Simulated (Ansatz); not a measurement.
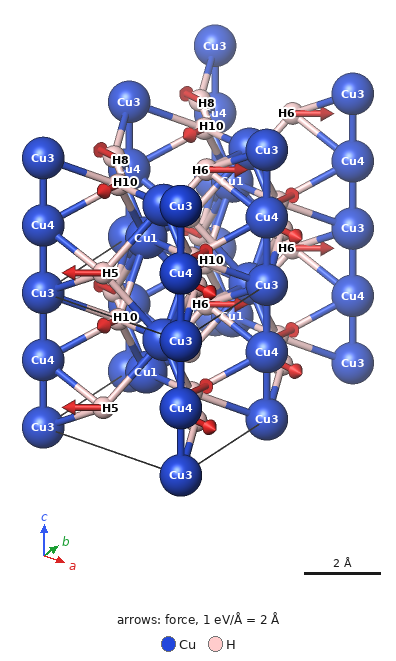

Starting geometry of solid Cu2H3 (a generated structure, set up in P6_3/m) (coarse preliminary run) with the computed forces as red arrows. Style: ball-and-stick. Shown: the cell of the calculation, repeated 1 × 2 × 2 with one cell outlined, slightly off an axis.

Theory: Ansatz 0.2.0, DFT PBE, scalar-relativistic, plane waves, PAW. (plane-wave cutoff 420 eV; k-point mesh 3 × 3 × 6; occupations gaussian; smearing width 0.1 eV; no spin polarisation; cell and atoms relaxed; force threshold 0.04 eV/Å; at most 70 steps)

What follows when this structure is relaxed?

Answer. It isn't relaxed: the largest force vector, on H atoms, is 0.55 eV/Å. The atoms end up moving mostly along the starting forces (cosine between the two patterns 1.00). The largest moves relative to the cell, 0.34 Å, are those of H atoms. Cu stays in place. Cell: a = b 5.962 → 4.477 Å (−24.9 %), c 3.694 → 4.800 Å (+29.9 %). Volume −26.7 %. Some distances before and after: Cu–H 2.327 → 1.635 Å, Cu–Cu 1.847 → 2.400 Å, Cu–H 2.298 → 1.788 Å, Cu–H 2.440 → 2.848 Å. The space group stays P6_3/m (No. 176). Over 10 accepted moves (13 points after the start) the energy falls by 10.942 eV per cell of the calculation. The largest force component goes from 0.55 to 0.0038 eV/Å. The pressure goes from −1.25 to 0.16 GPa. The line search rejected the trial step at point 7 of the run. At 2 points the geometry stayed and the basis and grid were re-selected for the new cell (energy shift of 0.182 eV per cell of the calculation at most each time). Cost: 57 s on 1 thread of Arm Neoverse V2 (shared host), peak memory 0.38 GiB.
